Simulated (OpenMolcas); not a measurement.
**CH4BO (SMILES [BH]OC) at 6 levels**

We compute a comparison of 6 runs (UHF/STO-3G, UBLYP/def2-TZVP, UM06-L/def2-TZVP, UPBE/def2-TZVP, UTPSS/def2-TZVP, ROMP2/def2-TZVP) of CH4BO. 

The calculation is run with OpenMolcas 26.06.

## Step 1: Starting point

The species is CH4BO (7 atoms), meant as a doublet with charge 0. As SMILES, `[BH]OC`. One bond was lengthened or shortened from a relaxed shape.

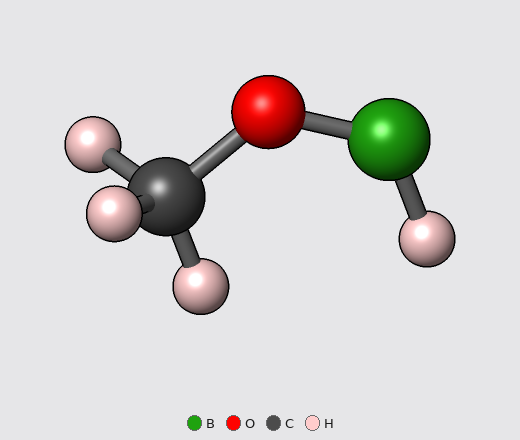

The structure, seen from a chosen angle (boron green, oxygen red, carbon dark grey, hydrogen pink).

## Step 2: The energy at UHF/STO-3G (run 1)

Input file mol.input:

```
* CH4BO Hartree-Fock
>>> EXPORT MOLCAS_PRINT=2

&gateway
 baslib
 $CurrDir
 coord
 7
 angstrom
 B       -1.469133      -0.960978      -0.158152
 O       -0.421933      -0.642378       0.579248
 C        0.492667       0.403322       0.258648
 H       -1.778033      -0.409478      -1.186852
 H        0.208267       0.898722      -0.672852
 H        0.493467       1.124022       1.077048
 H        1.638900      -0.092800       0.145600
 basis
 STO-3G
 group
 NoSym

&seward

&scf
 uhf
 spin
 2
 thresholds
 1e-10 1e-07 1e-07 1e-05
 prorbitals
 1 1
```

The basis set STO-3G is read from a file made from the Basis Set Exchange's data (not shown).

Launch:

```console
$ export MOLCAS_MEM=1860
$ pymolcas mol.input > mol.log
```

Standard output:

```text
--- Start Module: gateway ---
[...]
--- Stop Module: gateway /rc=_RC_ALL_IS_WELL_ ---
--- Start Module: seward ---
[...]
      Basis functions           19
--- Stop Module: seward /rc=_RC_ALL_IS_WELL_ ---
--- Start Module: scf ---
[...]
       Convergence after  16 Iterations
[...]
::    Total SCF energy                               -137.8879366258
[...]
      Total spin, S                                     0.5042810290
[...]
      Total electronic charge=   23.000000
      Total            charge=   -0.000000
[...]
      Dipole Moment (debye):
      Origin of the operator (angstrom)=   -0.3821   -0.3365    0.2320
                   X=  8.6751E-01               Y=  9.7141E-01               Z= -2.3084E-01           Total=  1.3227E+00
      Quadrupole Moment (debye*angstrom):
[...]
--- Stop Module: scf /rc=_RC_ALL_IS_WELL_ ---
[...]
```

It took 1.6 s on 1 thread of Arm Neoverse V2, shared host; peak memory 0.37 GiB.

## Step 3: The energy at UBLYP/def2-TZVP (run 2)

Input file test.input:

```
>>> EXPORT MOLCAS_PRINT=2
&gateway
baslib = $CurrDir
coord
7
angstrom
B       -1.469133      -0.960978      -0.158152
O       -0.421933      -0.642378       0.579248
C        0.492667       0.403322       0.258648
H       -1.778033      -0.409478      -1.186852
H        0.208267       0.898722      -0.672852
H        0.493467       1.124022       1.077048
H        1.638900      -0.092800       0.145600
basis = def2-TZVP
group = NoSym
&seward
gridinput
Grid=UltraFine
End of Grid
&scf
uhf
spin = 2
ksdft = BLYP
thresholds = 1e-10 1e-07 1e-07 1e-05
prorbitals = 1 1
```

The basis set def2-TZVP is read from a file made from the Basis Set Exchange's data (not shown).

Launch:

```console
$ export MOLCAS_MEM=1860
$ pymolcas test.input > test.log
```

Standard output:

```text
--- Start Module: gateway ---
[...]
--- Stop Module: gateway /rc=_RC_ALL_IS_WELL_ ---
--- Start Module: seward ---
[...]
      Basis functions          117
--- Stop Module: seward /rc=_RC_ALL_IS_WELL_ ---
[...]
--- Start Module: scf ---
[...]
       Convergence after  15 Iterations
[...]
::    Total KS-DFT energy                            -140.5298799450
[...]
      Total spin, S                                     0.5009663510
[...]
      Total electronic charge=   23.000000
      Total            charge=   -0.000000
[...]
      Dipole Moment (debye):
      Origin of the operator (angstrom)=   -0.3821   -0.3365    0.2320
                   X=  1.5013E+00               Y=  1.7153E+00               Z= -3.6116E-01           Total=  2.3079E+00
      Quadrupole Moment (debye*angstrom):
[...]
--- Stop Module: scf /rc=_RC_ALL_IS_WELL_ ---
[...]
```

It took 60 s on 1 thread of Arm Neoverse V2, shared host; peak memory 0.72 GiB.

Run 3 isn't shown in full; the table further down has it.

## Step 4: A single-point energy at UPBE/def2-TZVP (run 4)

Input file struct.xyz:

```xyz
7

B     -1.469133    -0.960978    -0.158152
O     -0.421933    -0.642378     0.579248
C      0.492667     0.403322     0.258648
H     -1.778033    -0.409478    -1.186852
H      0.208267     0.898722    -0.672852
H      0.493467     1.124022     1.077048
H      1.638900    -0.092800     0.145600
```

Input file mol.inp:

```
&GATEWAY
BasLib = $CurrDir
Coord = struct.xyz
Basis = def2-TZVP
Group = NoSym
&SEWARD
GridInput
Grid=UltraFine
End of Grid
&SCF
UHF
Spin = 2
KSDFT = PBE
Thresholds = 1e-10 1e-07 1e-07 1e-05
PrOrbitals = 1 2
```

The basis set def2-TZVP is read from a file made from the Basis Set Exchange's data (not shown).

Launch:

```console
$ export MOLCAS_MEM=1860
$ pymolcas mol.inp > mol.log
```

Standard output:

```text
--- Start Module: gateway ---
[...]
--- Stop Module: gateway /rc=_RC_ALL_IS_WELL_ ---
--- Start Module: seward ---
[...]
      Basis functions          117
--- Stop Module: seward /rc=_RC_ALL_IS_WELL_ ---
[...]
--- Start Module: scf ---
[...]
       Convergence after  15 Iterations
[...]
::    Total KS-DFT energy                            -140.3936537811
[...]
      Total spin, S                                     0.5013344108
[...]
      Total electronic charge=   23.000000
      Total            charge=   -0.000000
[...]
      Dipole Moment (debye):
      Origin of the operator (angstrom)=   -0.3821   -0.3365    0.2320
                   X=  1.5300E+00               Y=  1.7214E+00               Z= -3.5815E-01           Total=  2.3308E+00
      Quadrupole Moment (debye*angstrom):
[...]
--- Stop Module: scf /rc=_RC_ALL_IS_WELL_ ---
[...]
```

Run time: 60 s. Hardware: 1 thread of Arm Neoverse V2, shared host; peak memory 0.72 GiB.

Run 5 isn't shown in full; the table further down has it.

## Step 5: The energy at ROMP2/def2-TZVP (run 6)

Input file job.input:

```
&GATEWAY
 BasLib=$CurrDir
 Coord
 7
 angstrom
 B       -1.469133      -0.960978      -0.158152
 O       -0.421933      -0.642378       0.579248
 C        0.492667       0.403322       0.258648
 H       -1.778033      -0.409478      -1.186852
 H        0.208267       0.898722      -0.672852
 H        0.493467       1.124022       1.077048
 H        1.638900      -0.092800       0.145600
 Basis=def2-TZVP
 Group=NoSym

&SEWARD

&SCF
 UHF
 Spin=2
 Thresholds=1e-10 1e-07 1e-07 1e-05
 PrOrbitals=1 1

&RASSCF
 FileOrb=$Project.UnaOrb
 Spin=2
 Nactel=1 0 0
 Inactive=11
 Ras2=1
 OutOrbitals=Canonical
 OrbListing=Few

&CASPT2
 IPEA=0.0
 Frozen=3
```

The basis set def2-TZVP is read from a file made from the Basis Set Exchange's data (not shown).

Launch:

```console
$ export MOLCAS_MEM=1860
$ pymolcas job.input > job.log
```

Standard output:

```text
--- Start Module: gateway ---
[...]
--- Stop Module: gateway /rc=_RC_ALL_IS_WELL_ ---
[...]
      Basis functions          117
[...]
       Convergence after  16 Iterations
[...]
::    Total SCF energy                               -139.7500399810
[...]
      Total spin, S                                     0.5022149782
[...]
--- Start Module: rasscf ---
[...]
      Number of active orbitals                  1
[...]
      Spin quantum number                      0.5
[...]
      Active orbitals                            1
[...]
      Number of CSFs                             1
[...]
      Number of root(s) required                 1
[...]
      Convergence after  7 iterations
[...]
      printout of CI-coefficients larger than  0.05 for root  1
      energy=    -139.748685
      conf/sym  1     Coeff  Weight
             1  u   1.00000 1.00000
      Natural orbitals and occupation numbers for root  1
      sym 1:   1.000000
      ************************************************************************************************************************
      *                                                    Final results                                                     *
[...]
::    RASSCF root number  1 Total energy:   -139.74868450
[...]
      Total electronic charge=   23.000000
      Total            charge=   -0.000000
[...]
      Dipole Moment (debye):
      Origin of the operator (angstrom)=   -0.3821   -0.3365    0.2320
                   X=  1.2331E+00               Y=  1.7044E+00               Z= -5.9129E-01           Total=  2.1852E+00
      Quadrupole Moment (debye*angstrom):
[...]
--- Stop Module: rasscf /rc=_RC_ALL_IS_WELL_ ---
[...]
--- Start Module: caspt2 ---
[...]
 ###    WARNING: User changed nr of frozen orbitals.                         ###
 ###############################################################################
[...]
      E2 (Variational):          -0.4829775322
      Total energy:            -140.2316620361
[...]
      Reference weight:           0.87585
[...]
::    CASPT2 Root  1     Total energy:   -140.23166204
[...]
--- Stop Module: caspt2 /rc=_RC_ALL_IS_WELL_ ---
[...]
```

It took 28 s on 1 thread of Arm Neoverse V2, shared host; peak memory 0.72 GiB.

## Step 6: Overview of the runs

```csv
run,level,integration grid,frozen core orbitals,energy (Eh),dipole moment (D),HOMO energy (eV),LUMO energy (eV),wall time
1,UHF/STO-3G,–,–,-137.887937,1.32,-6.89,8.51,1.6 s
2,UBLYP/def2-TZVP,UltraFine,–,-140.529880,2.31,-4.09,-2.07,60 s
3,UM06-L/def2-TZVP,UltraFine,–,-140.553074,2.12,-4.42,-1.63,96 s
4,UPBE/def2-TZVP,UltraFine,–,-140.393654,2.33,-4.27,-1.94,60 s
5,UTPSS/def2-TZVP,UltraFine,–,-140.603656,2.33,-4.45,-1.97,1.7 min
6,ROMP2/def2-TZVP,–,3,-140.231662,–,–,–,28 s
```

## Step 7: Outcome

| quantity | value |
| --- | --- |
| run 6: total energy | -140.23166 Eh |

In words: Over runs 1, 2, 3, 4, 5 the dipole moment (its size) runs from 1.32 D (UHF/STO-3G) to 2.33 D (UPBE/def2-TZVP). The two ends differ in method and basis. Totals of different functionals can't be ranked against each other. In run 1 the basis is minimal, so the values are rough. All runs together took 5.8 min, the longest 1.7 min.
